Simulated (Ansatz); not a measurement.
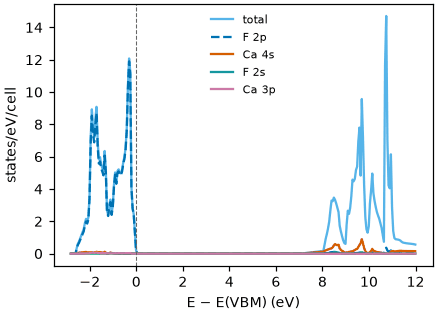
Figure: Total and projected density of states of CaF$_{2}$ (fluorite, Fm-3m), PBE in the plane-wave PAW code Ansatz

Task: Which orbitals carry the states next to the gap?

Result: Top 1 eV of the valence band: F 2p 98 %. Bottom 1 eV of the conduction band: Ca 4s 51 %, F 2s 11 %, outside the projected shells 34 %. Projections are on Löwdin-orthogonalised atomic valence shells; empty p or d shells of many metals are not among them.

Task: Where is the tallest occupied peak in this window, and what makes it?

Result: Near -0.3 eV, about 12 states/eV per cell; the largest projected share is F 2p.

Symmetry was held in the PBE relaxation.

Potentials: the later of the program's two PAW sets.
